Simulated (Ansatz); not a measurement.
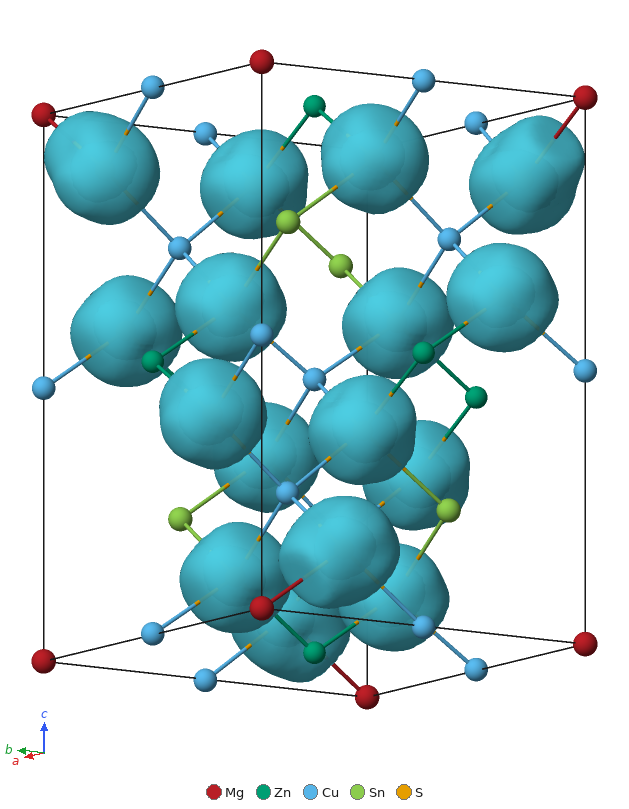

MgZn3Cu8Sn4S16. Isosurface of the electron localisation function at 0.75 (cyan), seen at an oblique angle. Only the valence region is drawn (cores and ρ < 0.01 e/Å³ removed). Sticks mark near contacts.

Space group P-4; a generated structure, not necessarily the stable one; computed without spin polarisation.

The calculation used DFT PBEsol, scalar-relativistic, plane waves, PAW in Ansatz.

Core electrons are frozen (PAW), and the valence fields are smoothed inside the atomic spheres.

**Identify the bonds, lone pairs and shells in this picture.**

The ELF exceeds this value in 16 regions wrapped around S (the valence shell of each), counted in one cell of 32 atoms. Any copies at cell faces, edges or corners count once. Profiles from the grid: Cu–S (2.26 Å): the ELF peaks at about 0.90 in the valence shell of S, 0.8 Å from its nucleus, and is about 0.45 at the midpoint. Zn–S (2.33 Å): the ELF peaks at about 0.90 in the valence shell of S, 0.8 Å from its nucleus, and is about 0.55 at the midpoint.
